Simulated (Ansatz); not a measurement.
**BClH2OSSi: basis-set convergence**

How large a basis does BClH2OSSi need? Two functionals are run in growing sets.

The runs use Ansatz 0.2.0, Gaussian basis; one geometry, several basis sets.

Plan: PBE0-D4/def2-SVP; ωB97M-V/def2-SVP; PBE0-D4/def2-QZVPP; ωB97M-V/def2-QZVPP; the functionals' def2-TZVPP values are taken from earlier runs.

## (1) Structure used throughout

The geometry comes from an earlier relaxation with PBE0-D4 in a triple-zeta def2 set; it is a stationary point, not always the lowest conformer.

7 atoms, charge 0, spin multiplicity 1.

Atoms are counted from 1 here; the program's logs count them from 0.

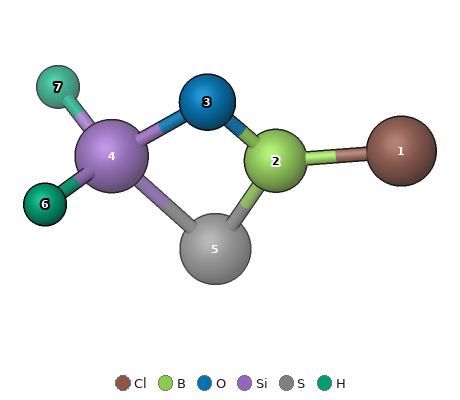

The geometry (chlorine brown, boron green, oxygen blue, silicon purple, sulfur grey, hydrogen teal); atoms are numbered from 1 in the order of the file.

## (2) PBE0-D4 in def2-SVP

File in.yaml:

```yaml
crystal:
  periodic: [false, false, false]
  atoms:
    - {symbol: Cl, position_ang: [-1.934742, -1.985499, -0.972075]}
    - {symbol: B, position_ang: [-0.824533, -0.751229, -0.455168]}
    - {symbol: O, position_ang: [0.180384, -0.965353, 0.448476]}
    - {symbol: Si, position_ang: [0.734924, 0.623255, 0.388737]}
    - {symbol: S, position_ang: [-0.815505, 1.001292, -1.021207]}
    - {symbol: H, position_ang: [0.603629, 1.303209, 1.694977]}
    - {symbol: H, position_ang: [2.117144, 0.706326, -0.129340]}
basis:
  gaussian: {orbitals: def2-SVP}
hamiltonian: {xc: pbe0, dispersion: d4}
output: {orbitals: {seedname: orbitals}}
```

Run with:

```bash
> ansatz run in.yaml --threads 2 --pin off --events-out ev --progress --plain --max-ram 4352MiB
```

The runs that follow: ωB97M-V in def2-SVP; PBE0-D4 in def2-QZVPP; ωB97M-V in def2-QZVPP.

**Question.** What will the summary of the whole plan be? Wanted: PBE0-D4: double and triple zeta above quadruple; ωB97M-V: double and triple zeta above quadruple.

**Answer**, as computed:

```
                                       quantity           value
PBE0-D4: double and triple zeta above quadruple  15.22, 1.11 eV
ωB97M-V: double and triple zeta above quadruple  15.12, 1.04 eV
```

In words: For PBE0-D4 the step from double to triple zeta gains 14.11 eV and the next only 1.11 eV. These are total energies; as a rule much of such shifts cancels in differences, which this series doesn't test. The LUMO of ωB97M-V is positive and keeps falling with the basis (1.56 to 0.81 eV): an unbound level that the basis holds in place.
